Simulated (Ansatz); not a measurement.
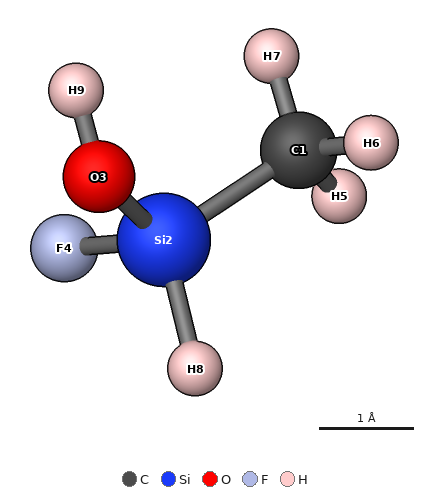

The input geometry of the first run (ball-and-stick view, seen at a tilt; atoms are numbered from 1 in the order of the input). Bond lengths as drawn: C–H 1.09 Å, C–Si 1.85 Å, F–Si 1.60 Å, H–O 0.96 Å, H–Si 1.48 Å and O–Si 1.63 Å.

# Two runs on CH5FOSi

System: CH5FOSi.
Method of the first run: RKS PBE0-D4/def2-TZVPP (Ansatz 0.2.0).

The geometry comes from this level: PBE0-D4/def2-TZVP. Text and figures count atoms from 1; the logs count them from 0 in places.

The input, the first run:
```yaml
crystal:
  periodic: [false, false, false]
  atoms:
    - {symbol: C, position_ang: [-1.059181, 0.382684, 0.202145]}
    - {symbol: Si, position_ang: [0.598658, -0.059391, -0.491686]}
    - {symbol: O, position_ang: [1.699823, -0.425999, 0.658760]}
    - {symbol: F, position_ang: [0.386085, -1.319198, -1.457197]}
    - {symbol: H, position_ang: [-1.759283, 0.624188, -0.601488]}
    - {symbol: H, position_ang: [-0.982086, 1.251651, 0.860097]}
    - {symbol: H, position_ang: [-1.483979, -0.444987, 0.776749]}
    - {symbol: H, position_ang: [1.213980, 1.018011, -1.292552]}
    - {symbol: H, position_ang: [1.474582, -1.073057, 1.328174]}
basis:
  gaussian: {orbitals: def2-TZVPP}
hamiltonian: {xc: pbe0, dispersion: d4}
output: {orbitals: {seedname: orbitals}}
```

Hardware: 2 CPU threads, shared host.

Output (the first run):
```
Functional definition: PBE0
  parameter a = 0.25
  parameter kappa = 0.804
  parameter beta = 0.06672455060314922
  exchange = (1 - a)*pbe_x(kappa = kappa, mu = beta*pi^2/3) + a*exact_x
  correlation = pbe_c(beta = beta)
1073 factors; their error is unknown
mean field evaluation 1: about -13748.0839 eV, gradient 7.2e1 eV
mean field evaluation 2: about -13741.6812 eV, gradient 9.2e1 eV
mean field evaluation 4: about -13757.0392 eV, gradient 3.4e0 eV
mean field evaluation 8: about -13757.0612 eV, gradient 3.9e-2 eV
mean field evaluation 16: about -13757.0897 eV, gradient 5.0e-5 eV
mean field -13757.08971209 eV, -505.5637220289 hartree, gradient 5.0e-5 eV, S^2 0.000000; 0 other end points of the search recorded, 0 dependent functions left out
reference -13757.08973965 eV, -505.5637230418 hartree; 21, 21 occupied and 184, 184 virtual orbitals, 1073 factors
Total energy: -13757.21180238 eV, -505.5682087644 hartree
```

For the second run the input was changed thus:
```diff
-  gaussian: {orbitals: def2-TZVPP}
+  gaussian: {orbitals: def2-SVP}
```

What does this change do to the results?

The total energy of the second run is 239.3 kcal/mol higher, which measures the change of basis and not a stability. The HOMO goes from −8.90 to −8.77 eV. The LUMO goes from 0.70 to 1.35 eV. The basis functions go from 205 to 85.

Output (the second run):
```
Functional definition: PBE0
  parameter a = 0.25
  parameter kappa = 0.804
  parameter beta = 0.06672455060314922
  exchange = (1 - a)*pbe_x(kappa = kappa, mu = beta*pi^2/3) + a*exact_x
  correlation = pbe_c(beta = beta)
935 factors; their error is unknown
mean field evaluation 1: about -13739.3751 eV, gradient 6.2e1 eV
mean field evaluation 2: about -13735.3303 eV, gradient 7.7e1 eV
mean field evaluation 4: about -13746.6518 eV, gradient 2.1e0 eV
mean field evaluation 8: about -13746.6586 eV, gradient 2.0e-2 eV
mean field evaluation 16: about -13746.7139 eV, gradient 1.7e-5 eV
mean field -13746.71385927 eV, -505.1824164709 hartree, gradient 1.7e-5 eV, S^2 0.000000; 0 other end points of the search recorded, 0 dependent functions left out
reference -13746.71388265 eV, -505.1824173301 hartree; 21, 21 occupied and 64, 64 virtual orbitals, 935 factors
Total energy: -13746.83594538 eV, -505.1869030527 hartree
```

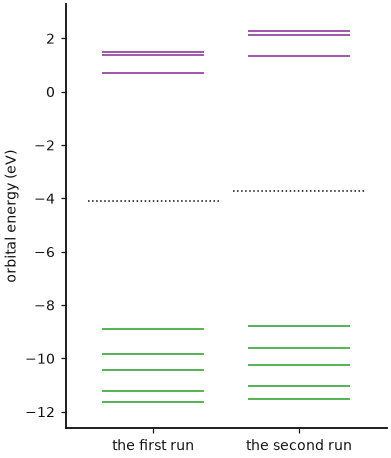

The five highest filled and three lowest empty orbital energies of the two runs; the dotted lines part filled from empty levels. The HOMO–LUMO gap is 9.60 eV in the first run and 10.13 eV in the second run.

The two runs side by side:

| quantity | the first run | the second run |
| --- | --- | --- |
| outcome | converged | converged |
| total energy (hartree) | −505.568209 | −505.186903 |
| HOMO (eV) | −8.90 | −8.77 |
| LUMO (eV) | 0.70 | 1.35 |
| basis functions | 205 | 85 |
| wall time (shared host) | 2.5 s | 0.95 s |
